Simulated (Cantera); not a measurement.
Feed: 1 mol SiHCl3, a varied amount of N2, at 1698.15 K and 10.0 mbar.

These are equilibrium values from Cantera (NASA tables, ideal gas, pure condensed phases), not measurements of a reactor. Candidate condensed phases: NH4Cl, Si, Si3N4; 28 gas species. The tables' values for SiCl3, SiCl are old estimates; treat these amounts as uncertain. Equilibrium is a limit: real reactors are often held back by kinetics, nucleation or transport.

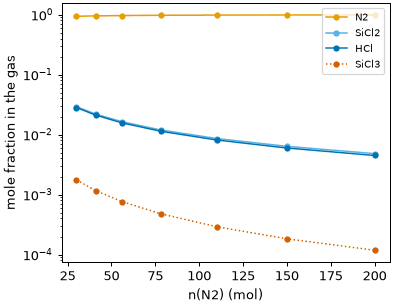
Fig. 1. Equilibrium gas composition (values under 1e-9 drawn at 1e-9)

From 30 mol N2 to 200 mol N2 nothing is condensed. The main Si-bearing gas is SiCl2 throughout.
